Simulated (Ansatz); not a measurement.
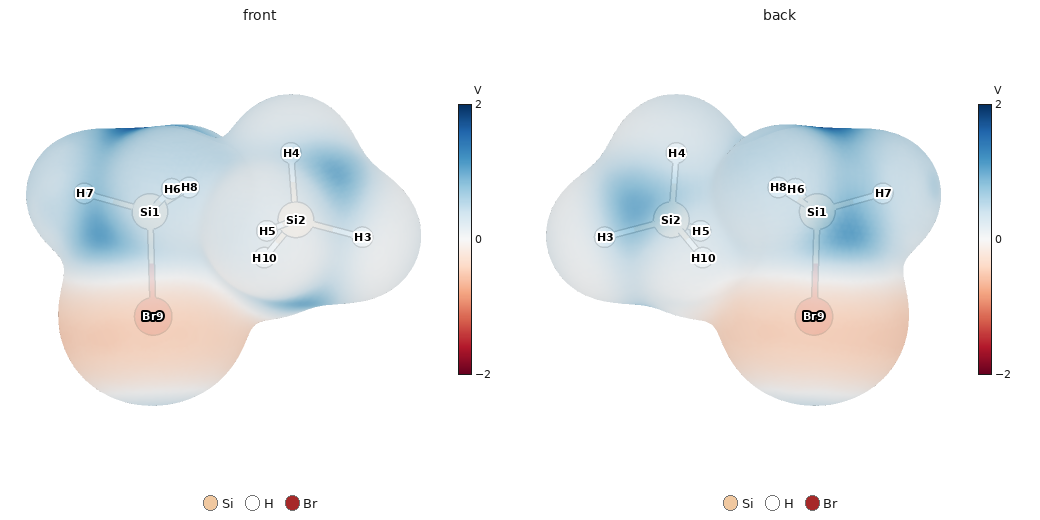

BrH$_{3}$Si···SiH$_{4}$. The molecular electrostatic potential painted on the density surface at 0.002 e/bohr³, seen from the front and from behind; red is negative and blue positive.

Not at a stationary point (largest force 0.7 eV/Å).

Computed with Ansatz, RKS PBE-D4/def2-SVP.

The calculation's input:

```
crystal:
  periodic: [false, false, false]
  atoms:
    - { symbol: Si, position_ang: [0.0, 0.0, 0.0] }
    - { symbol: Si, position_ang: [0.0, 0.0, 2.57] }
    - { symbol: H, position_ang: [-1.3148, -0.4067, 3.0574] }
    - { symbol: H, position_ang: [1.0096, -0.9353, 3.0574] }
    - { symbol: H, position_ang: [0.3052, 1.342, 3.0574] }
    - { symbol: H, position_ang: [1.3768, 0.0, -0.4862] }
    - { symbol: H, position_ang: [-0.6877, 1.1914, -0.4862] }
    - { symbol: H, position_ang: [-0.6877, -1.1914, -0.4862] }
    - { symbol: Br, position_ang: [-2.4768, 0.0, 0.823] }
    - { symbol: H, position_ang: [-1.4588, 0.0, 2.0917] }
basis:
  gaussian: { orbitals: def2-SVP }
hamiltonian:
  xc: pbe
  dispersion: d4
relax:
  f_tol: 0.15
  max_steps: 25
  restrain:
    - { distance: [0, 8], at: 2.31, k: 30.0 }
    - { distance: [9, 1], at: 1.46, k: 30.0 }
    - { distance: [0, 1], at: 3.42, k: 30.0 }
    - { distance: [9, 8], at: 2.75, k: 30.0 }
output:
  orbitals: {}
```

Command:

```sh
ansatz run input.yaml --threads 2 --pin off --max-ram 3072MiB --backend cpu --events-out ev --progress --plain --runs-dir out
```

The fields are those of the run's last geometry, not of the input's.

### Which sites attract a positive test charge, and which a negative one?

A positive charge is drawn to the negative regions and a negative charge to the positive ones. The most negative region (about −0.5 V) lies over Br9, the most positive (about +1.6 V) over Si1. Br9 shows a σ-hole: about +0.3 V at the tip opposite its bond, against about −0.4 V on its flanks.
